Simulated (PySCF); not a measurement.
## A study: CH₂OS₂, SMILES `S.O=C=S`

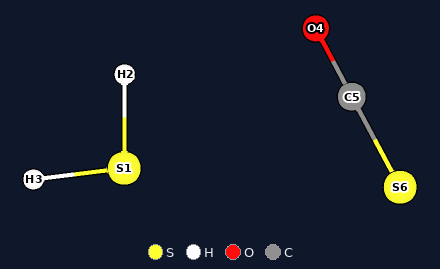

The molecule, with its atoms numbered as below. The pair's geometry is semi-empirical, so its contact may be too short or too long.

Cartesian coordinates (Å):

```
S1      -2.2105   -0.3398   -0.0054
H2      -2.2893    0.9835    0.0326
H3      -3.5284   -0.4801    0.0446
O4       0.4924    1.5799   -0.0017
C5       1.0996    0.5972   -0.0004
S6       1.9155   -0.7056    0.0016
```

Part 1: Bonding charge

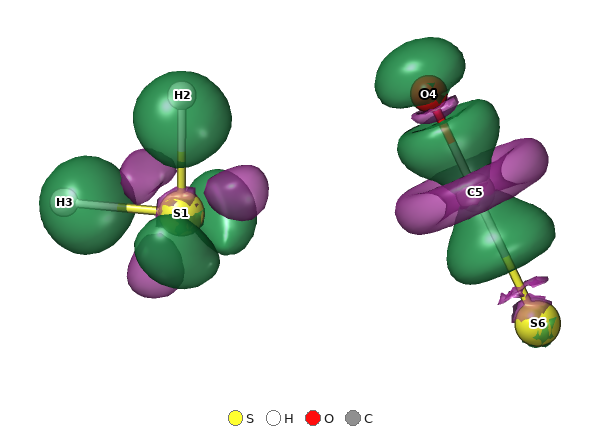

Deformation density (molecule less spherical, spin-averaged free atoms at the same positions), surfaces at ±0.1 e/Å³; green: gain, purple: loss.

Method: B3LYP/6-311G**; geometry: GFN2-xTB; program: PySCF.

> Describe the bonding that the map shows.

O4–C5: +0.71 e/Å³ at the bond critical point (bond length 1.16 Å, Mayer order 2.1). S1–H2: +0.42 e/Å³ at the bond critical point (bond length 1.33 Å, Mayer order 1.0). S1–H3: +0.41 e/Å³ at the bond critical point (bond length 1.33 Å, Mayer order 1.0). C5–S6: +0.04 e/Å³ at the bond critical point (bond length 1.54 Å, Mayer order 1.9); up to 0.6 Å beside the axis the gain reaches +0.58 e/Å³. In all, 1.3 electrons gather in the regions of gain relative to the promolecule. A small or negative value marks a very polar bond, one between electron-rich atoms, whose free-atom densities already overlap strongly, a long bond to a heavier atom, or a closed-shell contact such as a hydrogen bond.

> Where do the Hirshfeld charges lie?

The highest Hirshfeld charge is on C5 (+0.16 e), the lowest on O4 (−0.12 e).

```
atom  charge (e)
  S1       −0.10
  H2       +0.04
  H3       +0.05
  O4       −0.12
  C5       +0.16
  S6       −0.02
```

Part 2: Bond critical points

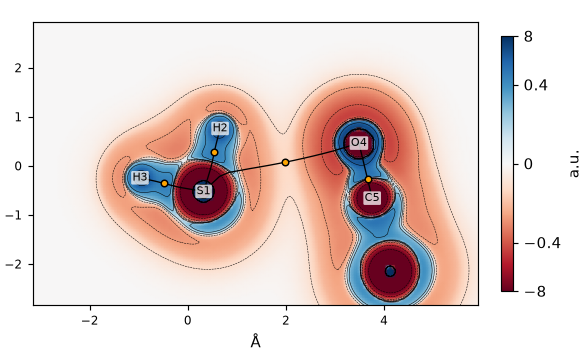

Negative Laplacian of the density (−∇²ρ) in the plane of S1, H2, H3, O4 and C5 (blue positive, red negative, colour scale in a.u., logarithmic beyond ±0.04), with bond paths and bond critical points (dots).

> Sort the bonds in the plane by the sign of ∇²ρ at their critical points.

Concentrated (∇²ρ < 0): S1–H2 (−0.68 a.u.); S1–H3 (−0.68 a.u.). Depleted (∇²ρ > 0): O4–C5 (+0.31 a.u., H = −0.802); S1–O4 (+0.02 a.u., H = +0.001). A positive Laplacian with clearly negative H marks a strongly polar covalent bond, whose critical point lies close to the core of the less electronegative atom.

> Where along O4–C5 does the critical point lie?

0.76 Å from O4 and 0.40 Å from C5.

Part 3: Local ionisation energy

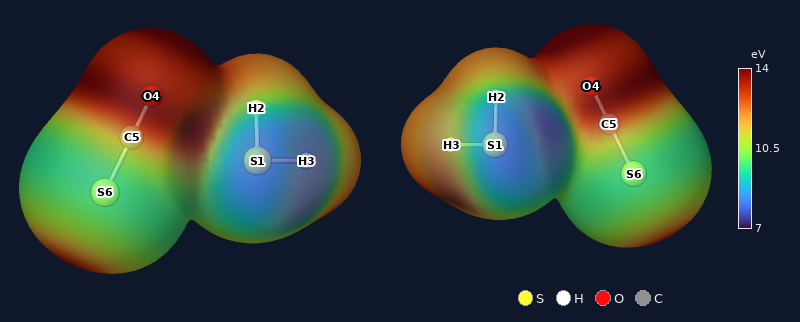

Average local ionisation energy on the surface of electron density 0.001 a.u. (back view left, front view right).

> Where are the most loosely bound electrons on this surface?

The lowest value is 7.8 eV, 2.3 Å from S1. Further minima include 9.7 eV, 2.2 Å from S6; 13.2 eV, 1.7 Å from O4. For comparison, the highest occupied orbital lies at −7.3 eV.

Part 4: Weak contacts

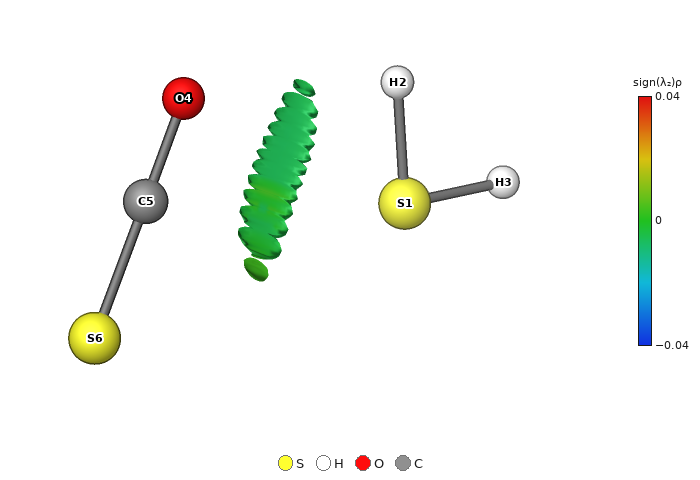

Non-covalent interaction surfaces between the fragments (reduced density gradient s = 0.5, coloured by sign(λ₂)ρ in a.u.; trimmed to the region between the fragments where ρ is under 0.06 a.u.). Fragment A: H2S (atoms 1–3); fragment B: CSO.

Level of theory: B3LYP/6-311G** (PySCF), at a geometry from GFN2-xTB.

> Interpret the surfaces between the fragments.

Bond critical points between the fragments: S1···O4, 3.31 Å, ρ = 0.006 a.u., a bond path close to vanishing (ellipticity 2.5). It is weak and appears green (van der Waals range). The pose is a local one from a semi-empirical search, not shown to be the most stable.

> How strongly are they bound?

The counterpoise-corrected interaction energy of the frozen fragments is +0.4 kcal/mol without dispersion correction and −1.4 kcal/mol with D3(BJ). The pair geometry is semi-empirical, not a minimum at this level.

Part 5: Binding density

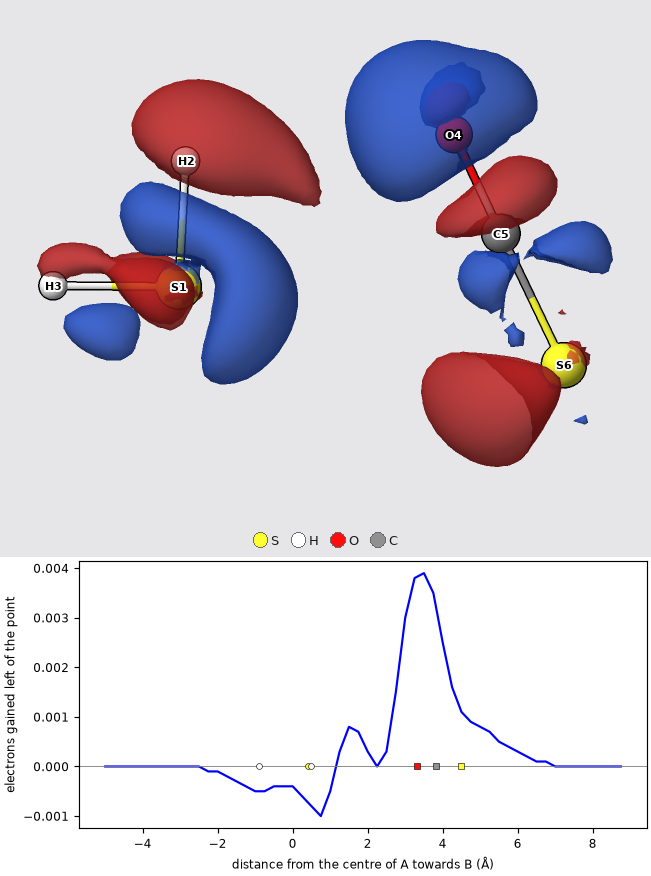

Density of the complex less the densities of the two fragments at the same geometry, ±0.001 e/Å³ (blue: gain, red: loss). Fragment A: H2S (atoms 1–3); fragment B: CSO. Below: the charge-displacement curve along the line of centres (A on the left).

> Which way does charge flow?

Hirshfeld charges show almost no net transfer (under 0.005 e). By Hirshfeld charges, electrons gather most on O4 (−0.009 e) and leave S6 most (+0.009 e); 0.02 e is displaced in all, which induces a dipole of 0.09 D.

Part 6: Excited states

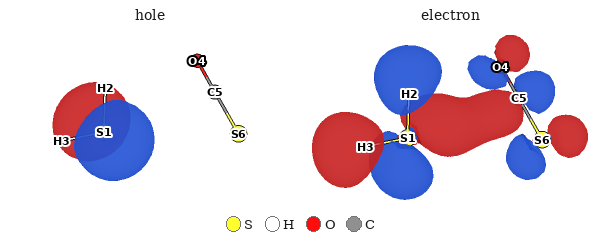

Leading natural transition orbital pair of S₄ (TDA singlet states); the surfaces enclose about 78 % of each orbital's density.

PySCF calculation, CAM-B3LYP/def2-SVP, gas phase; geometry: GFN2-xTB. Without diffuse functions Rydberg states are missing, so the states' numbers hold for this basis only.

> Where does the state lie, and where do hole and electron sit?

6.27 eV (198 nm), f = 0.000 (dark); the leading pair carries 100 %; hole on S1 (91 %), electron on S1 (44 %), H3 (18 %) and H2 (13 %); their centroids lie 0.7 Å apart. The HOMO–LUMO gap is 9.35 eV.

The PySCF runs shown took 8.8 s, 18 s and 55 s on 1 thread of Arm Neoverse V1 (shared host).
